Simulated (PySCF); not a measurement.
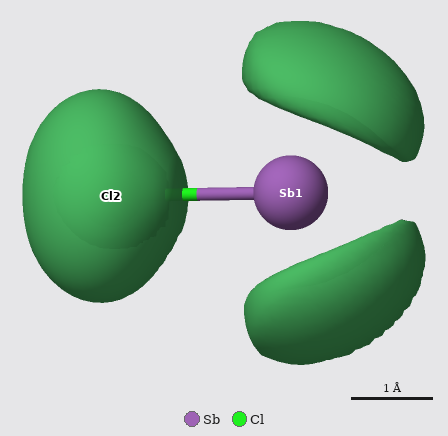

Figure 1: SbCl (charge +1, doublet). Isosurface of the electron localisation function at 0.75 (green), seen from one side. Core shells and regions of very low density are left out.

Core potentials replace the inner electrons of Sb.

Theory: PBE0/def2-SVP, non-relativistic Hamiltonian with scalar-relativistic core potentials where named, at a bond length of 2.282 Å (PySCF).

Q: Where are the electrons localised?

A: The surface consists of two lobes on Sb, pointing away from the bonds (non-bonding electrons) and one region wrapped around Cl (its valence shell). Profiles from the grid: Sb–Cl (2.28 Å): the ELF peaks at about 0.80 in the valence shell of Cl, 0.8 Å from its nucleus, and drops to about 0.15 between the two atoms.
